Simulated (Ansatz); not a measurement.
```xyz
11

Al   -1.2382    0.6212   -0.0688
N    -0.1940   -0.7321    0.3905
C     0.8037   -1.4082   -0.4098
H    -2.2558    1.1627    1.0176
H    -1.1396    1.1540   -1.5577
H     0.7032    2.2511    0.7687
H     0.3403    2.8326    0.4657
H    -0.2539   -1.1145    1.3225
H     0.8286   -0.9756   -1.4131
H     0.5925   -2.4782   -0.5243
H     1.8132   -1.3127    0.0089
```

The reactant side of a reaction path; geometry: PBE0-D4/def2-TZVP.

Computed with RKS PBE0-D4/def2-TZVPP in Ansatz.

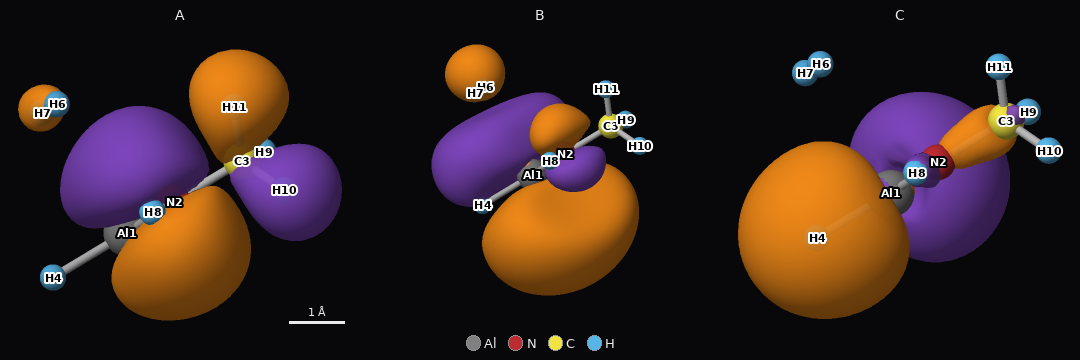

CH6AlN···H2. Three frontier orbitals at ±0.06 Å⁻³ᐟ² (orange and purple are the two phases), in no order.

Question: Order the three orbitals by energy and name them.

Answer: C is the HOMO−1 (−8.24 eV). It lies mainly on Al1 (about 35 %), H4 (about 30 %) and H5 (about 30 %). A is the HOMO (−6.78 eV). Its weight (Hirshfeld) is mainly on N2 (about 60 %) and C3 (about 10 %). B is the LUMO (−0.29 eV). It lies mainly on Al1 (about 70 %), N2 (about 5 %), H5 (about 5 %) and H4 (about 5 %).

Question: What is the HOMO–LUMO gap?

Answer: 6.49 eV between the orbital energies.
